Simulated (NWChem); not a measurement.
**C4H6O2 (methyl acrylate): levels of theory compared**

Aim: a comparison of 6 runs (PBE/6-31G*, TPSS/6-31G*, BLYP/6-31G*, M06-L/6-31G*, SVWN5/6-31G*, r2SCAN/6-31G*) of C4H6O2 (methyl acrylate). 

Program for the calculation: NWChem 7.3.0.

2 further runs of the same task are left out: 2 set aside as unsound or not needed.

## (1) The molecule

C4H6O2: 12 atoms, total charge 0, spin state singlet. As SMILES, `C=CC(=O)OC`. The shape is that of a PBE0-D4/def2-TZVP optimisation. This is one conformer, not always the lowest.

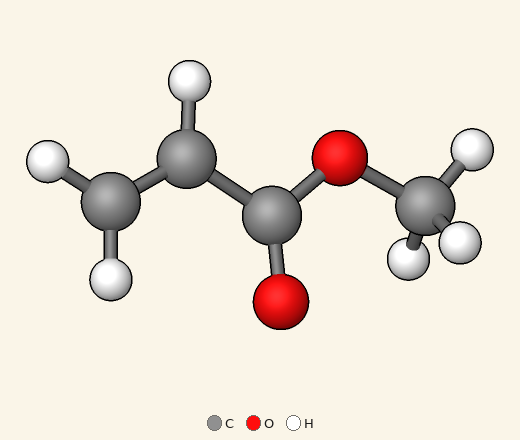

Viewed from a chosen angle; carbon grey, oxygen red, hydrogen white.

## (2) Energy and gradient at PBE/6-31G(d) (spherical functions) (run 1)

Contents of mymol.xyz:

```xyz
12
C4H6O2
C     -2.188400     1.173500     0.033200
C     -0.898000     1.068600     0.317400
C     -0.132300    -0.126500    -0.095900
O     -0.573100    -1.071600    -0.696400
O      1.147600    -0.025700     0.290700
C      1.973000    -1.129800    -0.060300
H     -2.692500     0.379400    -0.506600
H     -2.765600     2.041400     0.327700
H     -0.356100     1.838200     0.854600
H      1.998300    -1.261200    -1.143100
H      2.964900    -0.893300     0.318300
H      1.599100    -2.048400     0.394500
```

Contents of run.py:

```python
from ase.io import read
from ase.calculators.nwchem import NWChem

atoms = read('mymol.xyz')

calc = NWChem(
    label='mymol',
    theory='dft',
    memory='2200 mb',
    basis='6-31G*',
    basispar='spherical bse',
    dft={'xc': 'xpbe96 cpbe96', 'mult': '1', 'grid': 'fine', 'convergence': 'energy 1e-08', 'iterations': '100', 'mulliken': None, 'print': 'low'},
)
atoms.calc = calc

forces = atoms.get_forces()
print(f"energy = {atoms.get_potential_energy():.6f} eV")
print("forces (eV/A):")
for s, f in zip(atoms.symbols, forces):
    print(f"{s:2s} {f[0]:10.5f} {f[1]:10.5f} {f[2]:10.5f}")
```

Started as:

```console
export ASE_NWCHEM_COMMAND="nwchem PREFIX.nwi > PREFIX.nwo"
python run.py
```

Output:

```text
energy = -8329.254171 eV
forces (eV/A):
C    -0.66972    0.09775   -0.12480
C     0.69276   -0.02777    0.16666
C    -0.07986    1.03286    0.51057
O    -0.79627   -1.58951   -1.02469
O     0.78501    0.62390    0.52522
C     0.06669   -0.10218   -0.03430
H    -0.19571   -0.26637   -0.18831
H    -0.24091    0.29233    0.08711
H     0.19222    0.29084    0.19957
H     0.01661   -0.08238   -0.39019
H     0.34962    0.08315    0.13385
H    -0.12043   -0.35270    0.13935
```

The calculator wrote mymol.nwi:

```
title "mymol"

permanent_dir mymol

scratch_dir mymol

start mymol

geometry units angstrom nocenter noautosym noautoz
  C  -2.1884000000000001e+00 1.1735000000000000e+00 3.3200000000000000e-02
  C  -8.9800000000000002e-01 1.0686000000000000e+00 3.1740000000000002e-01
  C  -1.3230000000000000e-01 -1.2650000000000000e-01 -9.5899999999999999e-02
  O  -5.7310000000000005e-01 -1.0716000000000001e+00 -6.9640000000000002e-01
  O  1.1476000000000000e+00 -2.5700000000000001e-02 2.9070000000000001e-01
  C  1.9730000000000001e+00 -1.1297999999999999e+00 -6.0299999999999999e-02
  H  -2.6924999999999999e+00 3.7940000000000002e-01 -5.0660000000000005e-01
  H  -2.7656000000000001e+00 2.0413999999999999e+00 3.2769999999999999e-01
  H  -3.5610000000000003e-01 1.8382000000000001e+00 8.5460000000000003e-01
  H  1.9983000000000000e+00 -1.2612000000000001e+00 -1.1431000000000000e+00
  H  2.9649000000000001e+00 -8.9329999999999998e-01 3.1830000000000003e-01
  H  1.5991000000000000e+00 -2.0484000000000000e+00 3.9450000000000002e-01
end

memory 2200 mb

basis spherical bse noprint
   * library 6-31G*
end

dft
  xc xpbe96 cpbe96
  mult 1
  grid fine
  convergence energy 1e-08
  iterations 100
  mulliken
  print low
end

task dft gradient
```

mymol.nwo:

```text
Northwest Computational Chemistry Package (NWChem) 7.3.0
             --------------------------------------------------------

           Job information
           ---------------

    nwchem branch   = 7.3.0
    use scalapack   = T
    input           = mymol.nwi
    prefix          = mymol.
    data base       = mymol/mymol.db
    status          = startup
    nproc           =        1

           Memory information
           ------------------

    heap     =     72089594 doubles =      550.0 Mbytes
    stack    =     72089599 doubles =      550.0 Mbytes
    global   =    144179200 doubles =     1100.0 Mbytes (distinct from heap & stack)
    total    =    288358393 doubles =     2200.0 Mbytes
    verify   = yes
    hardfail = no

[... 37 lines left out ...]
            Nuclear Dipole moment (a.u.)
[... 81 lines left out ...]
   convergence    iter        energy       DeltaE   RMS-Dens  Diis-err    time
[... 15 lines left out ...]
         Total DFT energy =     -306.094447501764
      One electron energy =     -869.752591863500
           Coulomb energy =      375.635960099580
    Exchange-Corr. energy =      -40.768629370338
 Nuclear repulsion energy =      228.790813632494
[... 21 lines left out ...]
    Atom       Charge   Shell Charges
 -----------   ------   -------------------------------------------------------
    1 C    6     6.21   1.99  0.56  1.86  0.44  1.30  0.06
    2 C    6     6.17   1.99  0.55  1.88  0.41  1.27  0.08
    3 C    6     5.91   1.98  0.51  1.75  0.35  1.02  0.30
[... 8 lines of this table left out ...]
   12 H    1     0.86   0.50  0.36

                         DFT ENERGY GRADIENTS

    atom               coordinates                        gradient
                 x          y          z           x          y          z
   1 C      -4.135476   2.217593   0.062739    0.013024  -0.001901   0.002427
   2 C      -1.696974   2.019361   0.599799   -0.013472   0.000540  -0.003241
   3 C      -0.250011  -0.239050  -0.181225    0.001553  -0.020086  -0.009929
[... 8 lines of this table left out ...]
  12 H       3.021861  -3.870915   0.745497    0.002342   0.006859  -0.002710

 Task  times  cpu:       33.6s     wall:       33.6s
 Total times  cpu:       33.7s     wall:       33.7s
```

Wall time 35 s (1 thread of Intel Xeon Platinum 8488C (Sapphire Rapids), shared host); peak memory 0.12 GiB.

## (3) Energy and forces at TPSS/6-31G(d) (spherical functions) (run 2)

Contents of sp.xyz:

```xyz
12

C     -2.188400     1.173500     0.033200
C     -0.898000     1.068600     0.317400
C     -0.132300    -0.126500    -0.095900
O     -0.573100    -1.071600    -0.696400
O      1.147600    -0.025700     0.290700
C      1.973000    -1.129800    -0.060300
H     -2.692500     0.379400    -0.506600
H     -2.765600     2.041400     0.327700
H     -0.356100     1.838200     0.854600
H      1.998300    -1.261200    -1.143100
H      2.964900    -0.893300     0.318300
H      1.599100    -2.048400     0.394500
```

Contents of run.py:

```python
from ase.io import read
from ase.calculators.nwchem import NWChem

mol = read('sp.xyz')

calc = NWChem(
    label='sp',
    theory='dft',
    memory='2200 mb',
    basis='6-31G*',
    basispar='spherical bse',
    dft={'xc': 'xtpss03 ctpss03', 'mult': '1', 'grid': 'fine', 'convergence': 'energy 1e-08', 'iterations': '100', 'mulliken': None, 'print': 'low'},
)
mol.calc = calc

forces = mol.get_forces()
print(f"energy = {mol.get_potential_energy():.6f} eV")
print("forces (eV/A):")
for s, f in zip(mol.symbols, forces):
    print(f"{s:2s} {f[0]:10.5f} {f[1]:10.5f} {f[2]:10.5f}")
```

Started as:

```console
export ASE_NWCHEM_COMMAND="nwchem PREFIX.nwi > PREFIX.nwo"
python run.py
```

Output:

```text
energy = -8340.494078 eV
forces (eV/A):
C    -0.74073    0.07826   -0.15339
C     0.70027    0.10670    0.23767
C    -0.17232    1.08177    0.51150
O    -0.74269   -1.56400   -0.99759
O     0.72443    0.68864    0.54266
C     0.31861   -0.43796   -0.14085
H    -0.11668   -0.10290   -0.08366
H    -0.14372    0.12948    0.02895
H     0.09205    0.14228    0.09703
H    -0.00252   -0.02304   -0.19546
H     0.15673    0.06376    0.07384
H    -0.07343   -0.16301    0.07940
```

The calculator wrote sp.nwi:

```
title "sp"

permanent_dir sp

scratch_dir sp

start sp

geometry units angstrom nocenter noautosym noautoz
  C  -2.1884000000000001e+00 1.1735000000000000e+00 3.3200000000000000e-02
  C  -8.9800000000000002e-01 1.0686000000000000e+00 3.1740000000000002e-01
  C  -1.3230000000000000e-01 -1.2650000000000000e-01 -9.5899999999999999e-02
  O  -5.7310000000000005e-01 -1.0716000000000001e+00 -6.9640000000000002e-01
  O  1.1476000000000000e+00 -2.5700000000000001e-02 2.9070000000000001e-01
  C  1.9730000000000001e+00 -1.1297999999999999e+00 -6.0299999999999999e-02
  H  -2.6924999999999999e+00 3.7940000000000002e-01 -5.0660000000000005e-01
  H  -2.7656000000000001e+00 2.0413999999999999e+00 3.2769999999999999e-01
  H  -3.5610000000000003e-01 1.8382000000000001e+00 8.5460000000000003e-01
  H  1.9983000000000000e+00 -1.2612000000000001e+00 -1.1431000000000000e+00
  H  2.9649000000000001e+00 -8.9329999999999998e-01 3.1830000000000003e-01
  H  1.5991000000000000e+00 -2.0484000000000000e+00 3.9450000000000002e-01
end

memory 2200 mb

basis spherical bse noprint
   * library 6-31G*
end

dft
  xc xtpss03 ctpss03
  mult 1
  grid fine
  convergence energy 1e-08
  iterations 100
  mulliken
  print low
end

task dft gradient
```

sp.nwo:

```text
Northwest Computational Chemistry Package (NWChem) 7.3.0
             --------------------------------------------------------

           Job information
           ---------------

    nwchem branch   = 7.3.0
    use scalapack   = T
    input           = sp.nwi
    prefix          = sp.
    data base       = sp/sp.db
    status          = startup
    nproc           =        1

           Memory information
           ------------------

    heap     =     72089594 doubles =      550.0 Mbytes
    stack    =     72089599 doubles =      550.0 Mbytes
    global   =    144179200 doubles =     1100.0 Mbytes (distinct from heap & stack)
    total    =    288358393 doubles =     2200.0 Mbytes
    verify   = yes
    hardfail = no

[... 37 lines left out ...]
            Nuclear Dipole moment (a.u.)
[... 79 lines left out ...]
   convergence    iter        energy       DeltaE   RMS-Dens  Diis-err    time
[... 14 lines left out ...]
         Total DFT energy =     -306.507506469838
      One electron energy =     -869.778058342840
           Coulomb energy =      375.695282900035
    Exchange-Corr. energy =      -41.215544659527
 Nuclear repulsion energy =      228.790813632494
[... 21 lines left out ...]
    Atom       Charge   Shell Charges
 -----------   ------   -------------------------------------------------------
    1 C    6     6.20   1.99  0.56  1.84  0.44  1.30  0.07
    2 C    6     6.17   1.99  0.55  1.87  0.41  1.27  0.08
    3 C    6     5.89   1.98  0.51  1.74  0.35  1.01  0.30
[... 8 lines of this table left out ...]
   12 H    1     0.87   0.51  0.36

                         DFT ENERGY GRADIENTS

    atom               coordinates                        gradient
                 x          y          z           x          y          z
   1 C      -4.135476   2.217593   0.062739    0.014405  -0.001522   0.002983
   2 C      -1.696974   2.019361   0.599799   -0.013618  -0.002075  -0.004622
   3 C      -0.250011  -0.239050  -0.181225    0.003351  -0.021037  -0.009947
[... 8 lines of this table left out ...]
  12 H       3.021861  -3.870915   0.745497    0.001428   0.003170  -0.001544

 Task  times  cpu:       41.7s     wall:       41.7s
 Total times  cpu:       41.7s     wall:       41.7s
```

It took 43 s on 1 thread of Intel Xeon Platinum 8488C (Sapphire Rapids), shared host; peak memory 0.12 GiB.

Runs 3 to 5 aren't shown in full; the table further down has their settings and results.

## (4) Energy and gradient at r2SCAN/6-31G(d) (spherical functions) (run 6)

Contents of struct.nw:

```
start struct
title "C4H6O2 r2SCAN"
memory total 2200 mb

geometry noautosym nocenter noautoz
   C       -2.188400       1.173500       0.033200
   C       -0.898000       1.068600       0.317400
   C       -0.132300      -0.126500      -0.095900
   O       -0.573100      -1.071600      -0.696400
   O        1.147600      -0.025700       0.290700
   C        1.973000      -1.129800      -0.060300
   H       -2.692500       0.379400      -0.506600
   H       -2.765600       2.041400       0.327700
   H       -0.356100       1.838200       0.854600
   H        1.998300      -1.261200      -1.143100
   H        2.964900      -0.893300       0.318300
   H        1.599100      -2.048400       0.394500
end

basis spherical bse
   * library 6-31G*
end

dft
   xc r2scan
   grid fine
   convergence energy 1e-08
   maxiter 100
   mulliken
end

task dft gradient
```

Started as:

```console
nwchem struct.nw > struct.out
```

Output:

```text
[...]
          Wavefunction type:  closed shell.
          No. of atoms     :    12
          No. of electrons :    46
[...]
          Charge           :     0
          Spin multiplicity:     1
[...]
          AO basis - number of functions:    96
[...]
              XC Information
              --------------
                      r^2SCAN Method XC Functional
               r^2SCAN metaGGA Exchange Functional  1.000
                     r^2SCAN Correlation Potential  1.000
[...]
 d= 0,ls=0.0,diis     1   -306.1529342579 -5.35D+02  2.03D-02  1.19D+00     3.1
[...]
 d= 0,ls=0.0,diis    11   -306.2879951116 -1.18D-09  4.48D-07  4.16D-09    30.5
         Total DFT energy =     -306.287995111566
      One electron energy =     -869.656170921966
           Coulomb energy =      375.543654707031
    Exchange-Corr. energy =      -40.966292529125
 Nuclear repulsion energy =      228.790813632495
[...]
  wavefunction    = closed shell
                         DFT ENERGY GRADIENTS
    atom               coordinates                        gradient
                 x          y          z           x          y          z
   1 C      -4.135476   2.217593   0.062739    0.010092  -0.000767   0.002241
   2 C      -1.696974   2.019361   0.599799   -0.010722  -0.000065  -0.002830
   3 C      -0.250011  -0.239050  -0.181225    0.001796  -0.013297  -0.006381
   4 O      -1.083002  -2.025030  -1.316005    0.009561   0.019525   0.012531
   5 O       2.168650  -0.048566   0.549343   -0.009386  -0.008598  -0.006860
   6 C       3.728429  -2.135012  -0.113950   -0.002643   0.004192   0.001450
   7 H      -5.088087   0.716962  -0.957335    0.001406   0.001955   0.001378
   8 H      -5.226226   3.857687   0.619263    0.001891  -0.002138  -0.000605
   9 H      -0.672931   3.473694   1.614960   -0.001607  -0.002327  -0.001612
  10 H       3.776239  -2.383322  -2.160146    0.000319   0.000344   0.002698
  11 H       5.602849  -1.688092   0.601500   -0.001970  -0.001026  -0.001047
[...]
```

It took 39 s on 1 thread of Intel Xeon Platinum 8488C (Sapphire Rapids), shared host; peak memory 0.12 GiB.

## (5) The series

| run | level | energy (Eh) | largest force (eV/Å) | wall time |
| --- | --- | --- | --- | --- |
| 1 | PBE/6-31G* (spherical functions) | -306.094448 | 2.052 | 35 s |
| 2 | TPSS/6-31G* (spherical functions) | -306.507506 | 1.998 | 43 s |
| 3 | BLYP/6-31G* (spherical functions) | -306.356911 | 2.322 | 31 s |
| 4 | M06-L/6-31G* (spherical functions) | -306.422091 | 1.048 | 46 s |
| 5 | SVWN5/6-31G* (spherical functions) | -303.932874 | 1.234 | 23 s |
| 6 | r2SCAN/6-31G* (spherical functions) | -306.287995 | 1.290 | 39 s |

## (6) Summary of results

| quantity | value |
| --- | --- |
| run 6: total energy | -306.28800 Eh |
| run 6: dipole moment | 1.50 D |
| run 6: HOMO energy | -6.42 eV |
| run 6: LUMO energy | -1.82 eV |
| run 6: HOMO–LUMO gap | 4.60 eV |
| run 6: largest force on an atom | 1.290 eV/Å |

In words: Over runs 3, 4, 5, 6 the dipole moment (its size) runs from 1.47 D (BLYP/6-31G*) to 1.51 D (M06-L/6-31G*). Over runs 3, 4, 6 the HOMO–LUMO gap runs from 4.14 eV (BLYP/6-31G*) to 4.64 eV (M06-L/6-31G*). Totals of different functionals can't be ranked against each other. All runs together took 3.6 min, the longest 46 s.
